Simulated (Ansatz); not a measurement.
## Electronic structure of Cl₂GeH₂O₂ (SMILES [OH][Ge]([OH])([Cl])[Cl]) in real space

Input file:

```
crystal:
  periodic: [false, false, false]
  atoms:
    - {symbol: O, position_ang: [-0.910255, 0.272510, 1.132918]}
    - {symbol: Ge, position_ang: [-0.014249, -0.055823, -0.336130]}
    - {symbol: O, position_ang: [1.267134, -1.165640, 0.071004]}
    - {symbol: Cl, position_ang: [-1.192298, -0.987442, -1.826264]}
    - {symbol: Cl, position_ang: [0.724354, 1.785792, -1.119753]}
    - {symbol: H, position_ang: [-1.437481, 1.074931, 1.084794]}
    - {symbol: H, position_ang: [1.623995, -0.992329, 0.947730]}
basis:
  gaussian: {orbitals: def2-TZVPP}
hamiltonian: {xc: pbe0, dispersion: d4}
output: {orbitals: {seedname: orbitals}}
```

Run with:

```sh
ansatz run in.yaml --threads 4 --pin off --events-out ev --progress --plain --max-ram 10444MiB
```

Geometry: PBE0-D4/def2-TZVP.

Theory: RKS PBE0-D4/def2-TZVPP (Ansatz 0.2.0).

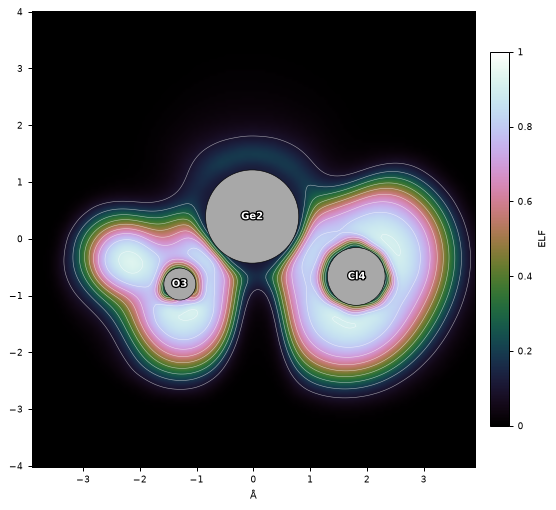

Figure 1. Electron localisation function on the plane of atoms O3, Ge2 and Cl4. Grey discs cover the atomic cores.

What does the map show?

Atoms in the plane: Ge, O and Cl. Ge–O (1.74 Å): the ELF peaks at about 0.85 in the valence shell of O, 0.6 Å from its nucleus, and is about 0.35 at the midpoint. Ge–Cl (2.12 Å): the ELF peaks at about 0.85 in the valence shell of Cl, 0.9 Å from its nucleus, and is about 0.70 at the midpoint. The ELF also peaks beside Cl4 and O3, away from the bonds: lone-pair regions.

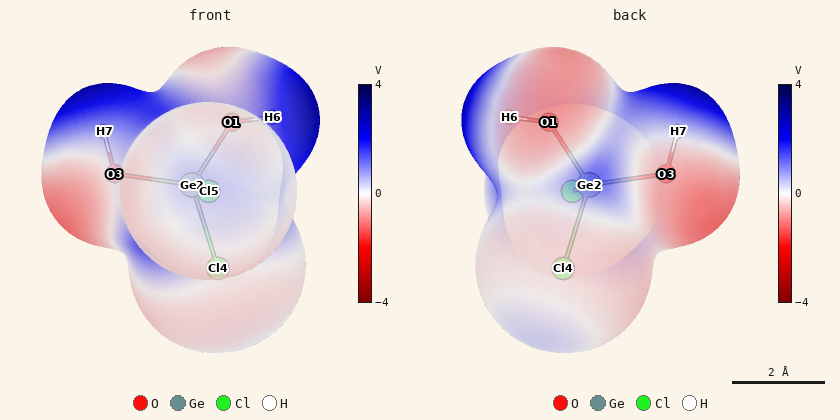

Figure 2. The molecular electrostatic potential painted on the density surface at 0.002 e/bohr³, seen from the front and from behind; the colour scale runs from red (negative) to blue (positive).

Which sites attract a positive test charge, and which a negative one?

A positive charge is drawn to the negative regions and a negative charge to the positive ones. The most negative region (about −1.1 V) lies over O3, the most positive (about +2.9 V) over H6 and H7. Cl4 shows a σ-hole: about +0.3 V at the tip opposite its bond, against about −0.3 V on its flanks. Cl5 shows a σ-hole: about +0.3 V at the tip opposite its bond, against about −0.1 V on its flanks. O3 is the likeliest acceptor of a hydrogen bond.

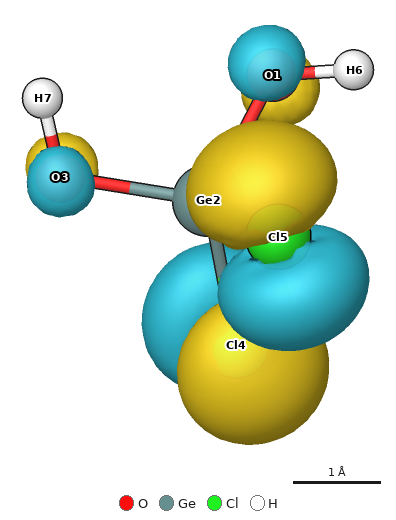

Figure 3. The HOMO at ±0.15 Å⁻³ᐟ² (yellow and cyan are the two phases), seen at a tilt.

Describe this orbital and give its energy.

It lies mainly on Cl5 (about 40 %), Cl4 (about 40 %) and O1 (about 5 %); largely a combination of lone pairs on Cl5, Cl4 and O1. Its energy is −9.35 eV.
